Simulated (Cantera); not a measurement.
Feed: 1 mol MgO, 2.5 mol H2S, 0.058 mol H2O, equilibrated at 101000 Pa.

Cantera equilibrium calculation (NASA polynomials, part measured and part estimated; ideal gas, pure solids and liquids). Candidate condensed phases: H2O, H2SO4, Mg, MgO, Mg(OH)2, MgS, MgSO4, S; 26 gas species. Mutual solubility and eutectic melting of coexisting phases are not modelled. Gases not in the tables: S3 to S7. Rates play no part.

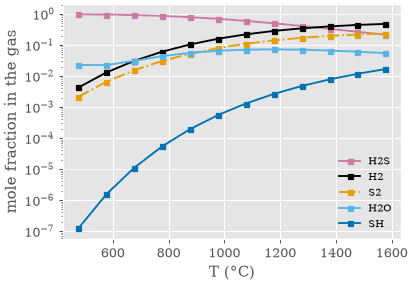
*Equilibrium gas composition (values under 1e-9 drawn at 1e-9)*

From 477 °C to 577 °C the condensed part is MgO(s). From 677 °C to 1577 °C the condensed part is MgO(s) + MgS(s).
